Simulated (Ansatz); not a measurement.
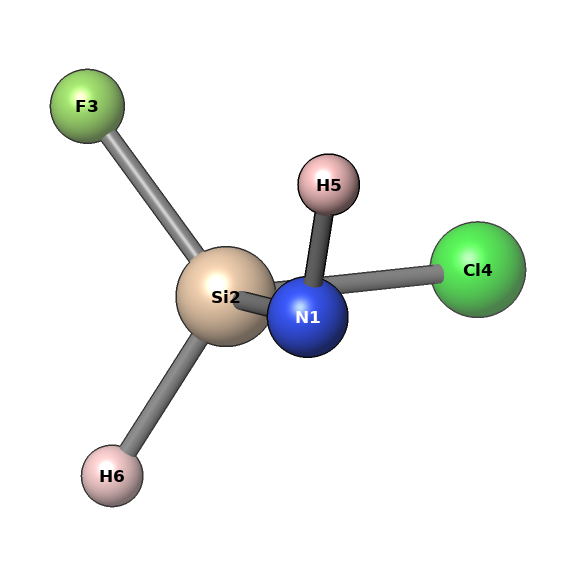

Si2 lies behind N1. The molecule seen a little off the N1–Si2 bond, N1 in front. Depth is shown by fading: the farther an atom, the more it takes the colour of the background. Charge 0, doublet. Computed geometry: PBE0-D4/def2-TZVP optimisation.

What is the torsion angle H5–N1–Si2–Cl4? The sign is positive where the front bond must turn clockwise to cover the back bond.

Answer. 88°, about perpendicular.
